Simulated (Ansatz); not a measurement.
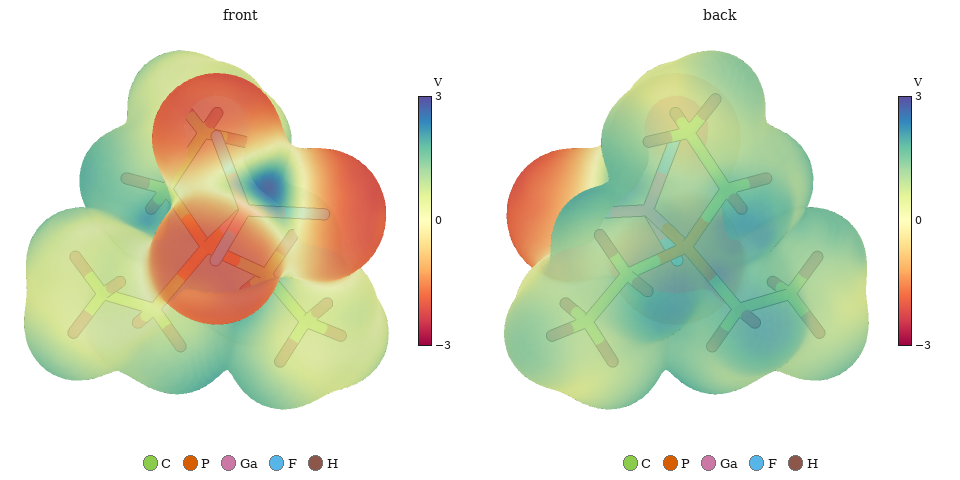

Figure. C6H15F3GaP (SMILES CC[P+](CC)(CC)[Ga-]([F])([F])[F]). The molecular electrostatic potential painted on the density surface at 0.004 e/bohr³, seen from the front and from behind; the colour scale runs from red (negative) to blue (positive).

Geometry: PBE0-D4/def2-TZVP.

Method: RKS PBE0-D4/def2-TZVPP in Ansatz 0.2.0.

```xyz
26

C     1.3502    2.3481    0.7015
C     0.5934    1.1691    1.2981
P    -0.0471    0.0211    0.0403
C    -1.3633    0.9027   -0.8545
C    -1.9633    0.0871   -1.9918
C    -0.8449   -1.3477    0.9347
C     0.1438   -2.2245    1.6912
Ga    1.6812   -0.7540   -1.4351
F     1.2403   -0.0922   -3.0185
F     1.5843   -2.5207   -1.3405
F     3.1741   -0.0775   -0.7618
H     0.7132    2.9586    0.0586
H     1.7231    2.9926    1.4995
H     2.2054    2.0026    0.1180
H     1.2586    0.5828    1.9377
H    -0.2492    1.4965    1.9167
H    -0.9076    1.8151   -1.2484
H    -2.1227    1.2057   -0.1255
H    -1.1979   -0.1755   -2.7243
H    -2.4315   -0.8313   -1.6324
H    -2.7333    0.6694   -2.5009
H    -1.6026   -0.9202    1.6001
H    -1.3703   -1.9408    0.1813
H    -0.3870   -3.0349    2.1940
H     0.8688   -2.6684    1.0066
H     0.6845   -1.6635    2.4559
```

### Where is the surface potential most negative and most positive?

The most negative region (about −2.1 V) lies over F9, F10 and F11, the most positive (about +2.1 V) over the Ga, H and P atoms.
